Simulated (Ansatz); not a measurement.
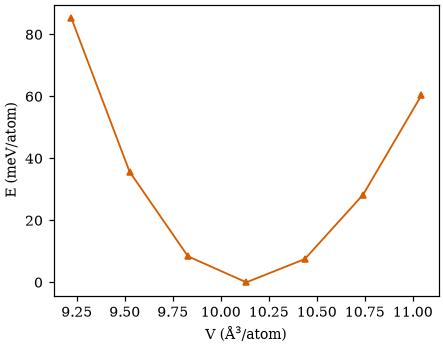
Figure: IrO2 (fluorite, space group No. 225) under volume change, the program Ansatz at the PBE level (PAW), scaled uniformly.

Task: What does a third-order Birch–Murnaghan fit give for V₀, B₀ and B′?

Result: V₀ = 10.13 Å³/atom, B₀ = 278 GPa, B′ = 4.8.

Space group Fm-3m (fluorite). The cell is a constructed one: a structure type filled with these elements; neither database checked (COD, Materials Project) lists it. It is not the phase usual at ambient conditions (space group No. 136). Symmetry was held in the PBE relaxation; its stability against distortions is not shown here. No spin polarisation was allowed. Scalar-relativistic: spin–orbit coupling is off unless named, which matters more the heavier the elements.

Potentials: the later of the program's two PAW sets.
